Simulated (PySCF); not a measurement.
GaI3, SMILES `I[Ga](I)I`.

Computed with PySCF, ωB97X/def2-TZVP, geometry: GFN2-xTB. Core potentials replace the inner electrons of I; spin–orbit coupling isn't included. No frequency check shows the geometry to be a minimum. GFN2-xTB bond lengths at metals and heavier atoms can be off by up to 0.1 Å and shapes distorted, which carries into these values.

The calculation's input:

```python
import numpy as np
from pyscf import gto, scf, dft
from pyscf.scf import atom_ks, atom_hf
from scipy.linalg import block_diag

def solve(mol, dm0=None, hcore=None):
    mf = (dft.UKS if mol.spin else dft.RKS)(mol, xc='wb97x')
    mf.grids.level = 3
    mf = mf.density_fit(auxbasis='def2-universal-jkfit')
    mf.conv_tol, mf.max_cycle = 1e-8, 80
    if hcore is not None:
        mf.get_hcore = lambda *args: hcore
    mf.kernel(dm0)
    if not mf.converged:
        mf = mf.newton().run(mf.mo_coeff, mf.mo_occ, max_cycle=30)
    assert mf.converged, 'SCF not converged'
    return mf

mol = gto.M(atom='''
I      1.28888    -2.15134     0.00000
Ga    -0.00069     0.00000     0.00000
I      1.21888     2.19175     0.00000
I     -2.50735    -0.04042     0.00000
''', basis='def2-tzvp', ecp={'I': 'def2-tzvp'}, charge=0, spin=0, verbose=4)
mf = solve(mol)
mf.analyze()
# spherically averaged free atoms, for the promolecule
atom_ks.AtomSphAverageRKS.init_guess_by_vsap = lambda self, mol=None: self.init_guess_by_minao(mol)  # core potentials
atm = atom_ks.get_atm_nrks(mol, xc='wb97x')
pro = block_diag(*[(atm[a[0]][2] * atm[a[0]][3]) @ atm[a[0]][2].T for a in mol._atom])
np.savez('result.npz', e=mf.e_tot, c=mf.mo_coeff, occ=mf.mo_occ, eps=mf.mo_energy, pro=pro, dip=mf.dip_moment(verbose=0), s2=mf.spin_square()[0])
```

Run with:

```sh
OMP_NUM_THREADS=1 python input.py
```

The run took 49 s on 1 thread of Arm Neoverse V1 (shared host), peak memory 0.83 GiB.

Partitions, critical points and surface values were worked out afterwards from this run's density.

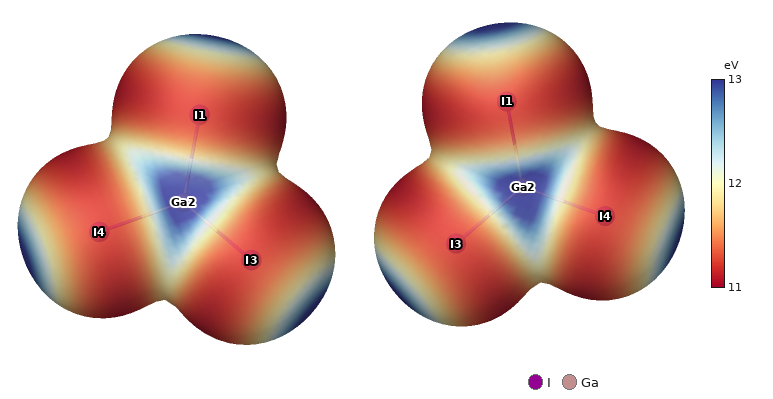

Average local ionisation energy on the surface of electron density 0.001 a.u. (back view left, front view right).

Question: Where are the most loosely bound electrons on this surface?

Answer: The lowest value is 11.1 eV, 2.4 Å from I3, and at like points elsewhere. For comparison, the highest occupied orbital lies at −10.0 eV.

Question: What volume does the surface enclose, and what is the dipole moment?

Answer: About 184 Å³; the dipole moment is 0.0 D.
